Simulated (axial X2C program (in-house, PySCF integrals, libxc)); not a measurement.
# HInH: bond lengths and stretches, held linear

Aim: the two bond lengths and stretching wavenumbers of linear HInH, with and without spin–orbit coupling, at PBE0, HF, PBE, MP2.

Computed with an in-house X2C program for linear molecules on PySCF integrals. Level: all-electron X2C, two-component (2c) or spin-free, H dyall-v3z, In dyall-v3z.

All values are calculated.

2 further runs of the same task are left out: 2 set aside as unsound or not needed.

## 1. Input

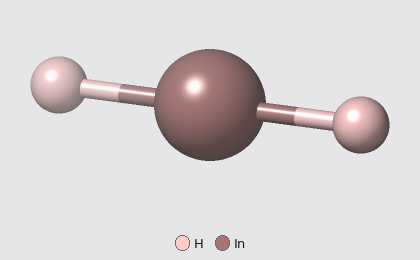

The atoms on one line, bonds 1.740 and 1.740 Å (hydrogen pink, indium brown).

task.json

```json
{"zs": [1, 49, 1], "q": 0, "bas": ["dyall-v3z", "dyall-v3z", "dyall-v3z"], "r0": [1.74, 1.74], "symm": 1, "scan": ["PBE0", "HF", "PBE"], "levels": ["PBE0", "HF", "TPSSh"], "nst": 2}
```

Keys: zs atomic numbers; q charge; bas basis sets; r0 starting distance in Å; symm equal bonds; scan levels of the two-bond scan (MP2 follows by itself at each HF point); levels methods; nst determinants followed.

Run with:

```console
> python solin.py task.json out
```

Masses H 1.008, In 114.904, H 1.008 u.

## 2. Scan at PBE0, 2c

State: Ω = 1/2 (beyond evenly filled blocks: ω = 1/2). Energies above the lowest point, from the job's result record:

```tsv
r(H–In) (Å)	r(In–H) (Å)	E (meV)
1.6253	1.6253	24.03
1.6253	1.6670	12.20
1.6253	1.7087	25.38
1.6670	1.6253	12.20
1.6670	1.6670	0.00
1.6670	1.7087	12.77
1.6670	1.7504	46.55
1.7087	1.6253	25.38
1.7087	1.6670	12.77
1.7087	1.7087	25.08
1.7504	1.6670	46.55
1.7504	1.7504	91.14
```

A quadratic surface with cubic terms in each bond gives the minimum at 1.665 and 1.665 Å, force constants 2.31, 2.31 and coupling -0.04 mdyn/Å.

## 3. Scan at HF, 2c

State: Ω = 1/2 (beyond evenly filled blocks: ω = 1/2). Energies above the lowest point, from the job's result record:

```tsv
r(H–In) (Å)	r(In–H) (Å)	E (meV)
1.6253	1.6253	39.30
1.6253	1.6670	19.76
1.6253	1.7087	27.10
1.6670	1.6253	19.76
1.6670	1.6670	0.00
1.6670	1.7087	7.10
1.6670	1.7504	36.93
1.7087	1.6253	27.10
1.7087	1.6670	7.10
1.7087	1.7087	13.94
1.7504	1.6670	36.93
1.7504	1.7504	72.76
```

A quadratic surface with cubic terms in each bond gives the minimum at 1.676 and 1.676 Å, force constants 2.39, 2.39 and coupling -0.02 mdyn/Å.

## 4. Scan at PBE, 2c

State: Ω = 1/2 (beyond evenly filled blocks: ω = 1/2). Energies above the lowest point, from the job's result record:

```tsv
r(H–In) (Å)	r(In–H) (Å)	E (meV)
1.6253	1.6253	34.89
1.6253	1.6670	17.67
1.6253	1.7087	24.91
1.6670	1.6253	17.67
1.6670	1.6670	0.00
1.6670	1.7087	6.73
1.6670	1.7504	33.96
1.7087	1.6253	24.91
1.7087	1.6670	6.73
1.7087	1.7087	12.91
1.7504	1.6670	33.96
1.7504	1.7504	65.53
```

A quadratic surface with cubic terms in each bond gives the minimum at 1.676 and 1.676 Å, force constants 2.17, 2.17 and coupling -0.05 mdyn/Å.

## 5. Comparison

| level | r(H–In) (Å) | r(In–H) (Å) | lower stretch (cm⁻¹) | upper stretch (cm⁻¹) |
| --- | --- | --- | --- | --- |
| PBE0, 2c | 1.665 | 1.665 | 1955.2 | 2008.2 |
| HF, 2c | 1.676 | 1.676 | 1997.0 | 2034.6 |
| PBE, 2c | 1.676 | 1.676 | 1889.7 | 1951.6 |
| MP2, 2c | 1.650 | 1.650 | 2002.5 | 2048.7 |
| PBE0, spin-free | 1.665 | 1.665 | 1956.7 | 2012.3 |
| HF, spin-free | 1.676 | 1.676 | 1999.8 | 2039.3 |
| PBE, spin-free | 1.675 | 1.675 | 1891.4 | 1956.1 |
| MP2, spin-free | 1.650 | 1.650 | 2003.4 | 2052.0 |

Scans not shown above were run alike.

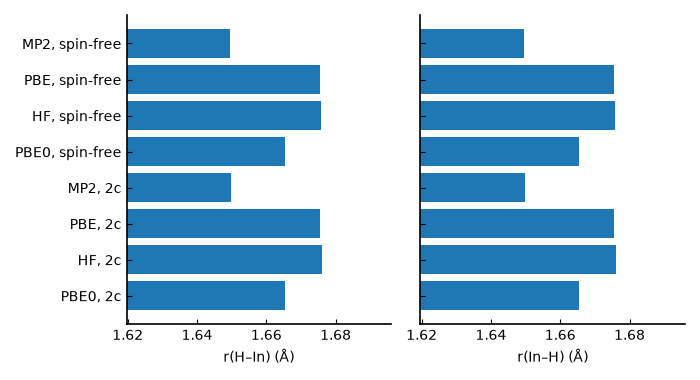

The two bond lengths by level.

In words: Over the levels the H–In bond spans 1.650 to 1.676 Å and the In–H bond 1.650 to 1.676 Å. At PBE0 spin–orbit coupling leaves both bonds unchanged to 0.001 Å. Each state is one determinant, the lowest of a limited PBE0 search; the stretches come from a fit to few points and are good to some per cent at best. The stretches are sorted by size, and where the two bonds are alike the symmetric and antisymmetric modes can swap order between levels. MP2 freezes inner shells (threshold -2 hartree). The molecule was held linear; bending was not examined, so a bent shape may lie lower. Note: functional without a current term on a determinant with orbital currents, of the molecule or an atom.
